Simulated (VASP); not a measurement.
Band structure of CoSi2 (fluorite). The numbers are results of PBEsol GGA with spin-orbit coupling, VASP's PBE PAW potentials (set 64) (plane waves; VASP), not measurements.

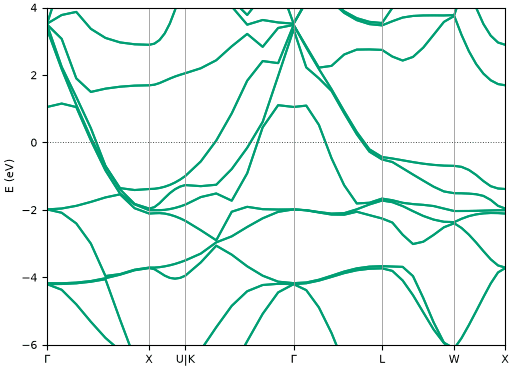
Bands along high-symmetry lines, zero at the valence-band maximum or, without a gap, the Fermi level

Question: Read the plot: is there a gap, and where are the band edges?

Answer: It has no gap at this level: it comes out as a metal or semimetal.

The compound is CoSi2 in the fluorite structure. It was relaxed first.
